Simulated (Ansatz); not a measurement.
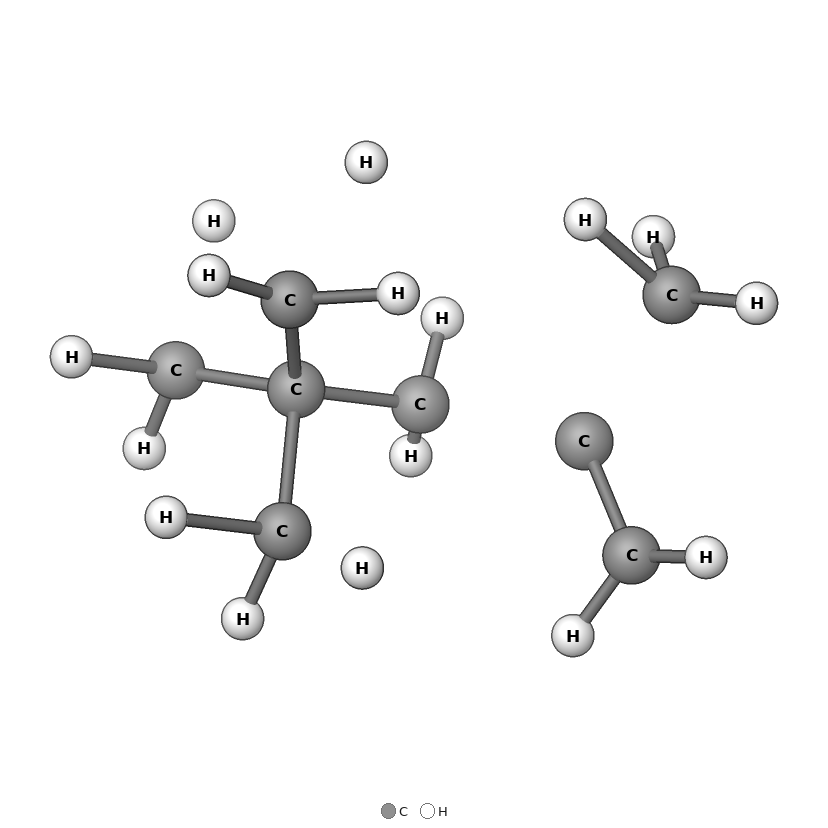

The picture shows the input geometry.

The calculation was set up as follows.

```yaml
crystal:
  periodic: [false, false, false]
  atoms:
    - {symbol: C, position_ang: [1.628828, -1.485291, -1.547351]}
    - {symbol: C, position_ang: [0.363739, -0.965951, -1.561918]}
    - {symbol: C, position_ang: [0.429858, 0.416130, -2.713554]}
    - {symbol: C, position_ang: [-0.753367, -0.757252, -0.272404]}
    - {symbol: C, position_ang: [-0.629200, 0.007894, 0.885418]}
    - {symbol: C, position_ang: [-1.660933, -0.095574, 1.817909]}
    - {symbol: C, position_ang: [-0.113398, 1.461598, 0.821668]}
    - {symbol: C, position_ang: [0.633705, -0.589149, 1.539537]}
    - {symbol: H, position_ang: [1.676345, -2.136051, -0.801405]}
    - {symbol: H, position_ang: [2.337903, -1.256662, -2.135460]}
    - {symbol: H, position_ang: [-0.665135, 0.310167, -2.846497]}
    - {symbol: H, position_ang: [1.208236, 0.585226, -3.374046]}
    - {symbol: H, position_ang: [0.196227, 1.444367, -2.108906]}
    - {symbol: H, position_ang: [-0.827866, -1.364656, -0.075247]}
    - {symbol: H, position_ang: [-1.555561, -0.475789, -0.802999]}
    - {symbol: H, position_ang: [-1.423965, 0.659078, 2.808887]}
    - {symbol: H, position_ang: [-1.759995, -0.943213, 2.279911]}
    - {symbol: H, position_ang: [-2.544409, 0.784850, 0.976497]}
    - {symbol: H, position_ang: [0.540445, 1.606560, -0.116805]}
    - {symbol: H, position_ang: [0.060076, 2.193891, 1.554297]}
    - {symbol: H, position_ang: [-0.925771, 2.103099, -0.345625]}
    - {symbol: H, position_ang: [0.686256, -1.394116, 2.124803]}
    - {symbol: H, position_ang: [2.031738, -0.247202, 1.086557]}
    - {symbol: H, position_ang: [0.807475, 0.166425, 2.631465]}
basis:
  gaussian: {orbitals: aug-pcseg-2}
hamiltonian: {xc: {name: HF}}
scf: {lower_state_search: light}
output: {forces: true}
```

Command:

```sh
ansatz run in.yaml --threads 4 --pin off --events-out ev --progress --plain --max-ram 66560MiB --backend cuda --devices 0, --max-vram 37GiB
```

What the program printed:

```
Functional definition: HF
  name "HF"
  cite "Fock, Z. Phys. 61, 126 (1930) doi:10.1007/BF01340294"
  parent pbe
  exchange = exact_x
  correlation = 0
3160 factors; their error is unknown
mean field evaluation 1: about -8464.2788 eV, gradient 6.1e1 eV
mean field evaluation 2: about -8471.9557 eV, gradient 3.5e1 eV
mean field evaluation 4: about -8475.2073 eV, gradient 2.4e0 eV
mean field evaluation 8: about -8475.2328 eV, gradient 8.9e-2 eV
mean field evaluation 16: about -8475.3670 eV, gradient 2.4e-5 eV
mean field -8475.36700648 eV, -311.4639926782 hartree, gradient 2.4e-5 eV, S^2 0.000000; 0 other end points of the search recorded, 3 dependent functions left out
the calculation of the forces begins
reference -8475.36700648 eV, -311.4639926782 hartree; 32, 32 occupied and 701, 701 virtual orbitals, 3160 factors
Total energy: -8475.36700648 eV, -311.4639926782 hartree
Atom 0 at     1.628828    -1.485291    -1.547351 Å, force    -9.518040     0.213511     3.244126 eV/Å
Atom 1 at     0.363739    -0.965951    -1.561918 Å, force     4.586494     6.140535    -0.371488 eV/Å
Atom 2 at     0.429858     0.416130    -2.713554 Å, force    -6.394585     0.219194     7.079525 eV/Å
Atom 3 at    -0.753367    -0.757252    -0.272404 Å, force     9.689173    58.280864   -26.624057 eV/Å
Atom 4 at    -0.629200     0.007894     0.885418 Å, force     9.177391     3.664971     2.564636 eV/Å
Atom 5 at    -1.660933    -0.095574     1.817909 Å, force    -3.626069    10.563236     0.756556 eV/Å
Atom 6 at    -0.113398     1.461598     0.821668 Å, force    -1.976196     1.537900   -10.116117 eV/Å
Atom 7 at     0.633705    -0.589149     1.539537 Å, force     6.449701     7.607732     3.691818 eV/Å
Atom 8 at     1.676345    -2.136051    -0.801405 Å, force     1.698854    -3.021254     2.785988 eV/Å
Atom 9 at     2.337903    -1.256662    -2.135460 Å, force     4.699799     1.295023    -4.354261 eV/Å
Atom 10 at    -0.665135     0.310167    -2.846497 Å, force     1.056542     0.184045    -2.785883 eV/Å
Atom 11 at     1.208236     0.585226    -3.374046 Å, force     0.763413    -0.647698    -1.539158 eV/Å
Atom 12 at     0.196227     1.444367    -2.108906 Å, force     1.760668    -2.564705    -1.066706 eV/Å
Atom 13 at    -0.827866    -1.364656    -0.075247 Å, force    -8.336088   -63.659102    20.430711 eV/Å
Atom 14 at    -1.555561    -0.475789    -0.802999 Å, force    -3.070523     0.864047    -1.699495 eV/Å
Atom 15 at    -1.423965     0.659078     2.808887 Å, force    -0.842072    -2.107304    -3.298939 eV/Å
Atom 16 at    -1.759995    -0.943213     2.279911 Å, force    -2.265757    -5.122495     1.492079 eV/Å
Atom 17 at    -2.544409     0.784850     0.976497 Å, force     1.306974    -3.650335     3.449175 eV/Å
Atom 18 at     0.540445     1.606560    -0.116805 Å, force     0.360134    -0.869165     2.961915 eV/Å
Atom 19 at     0.060076     2.193891     1.554297 Å, force    -0.328392    -0.023290     1.061938 eV/Å
Atom 20 at    -0.925771     2.103099    -0.345625 Å, force     0.718516    -1.090032     3.863376 eV/Å
Atom 21 at     0.686256    -1.394116     2.124803 Å, force    -0.220692    -4.244758     0.814656 eV/Å
Atom 22 at     2.031738    -0.247202     1.086557 Å, force    -5.194370    -1.614744     0.916046 eV/Å
Atom 23 at     0.807475     0.166425     2.631465 Å, force    -0.494873    -1.956178    -3.256442 eV/Å
Dipole moment:     0.149425    -0.130776     0.282741 e Å
```

Self-consistency was reached.
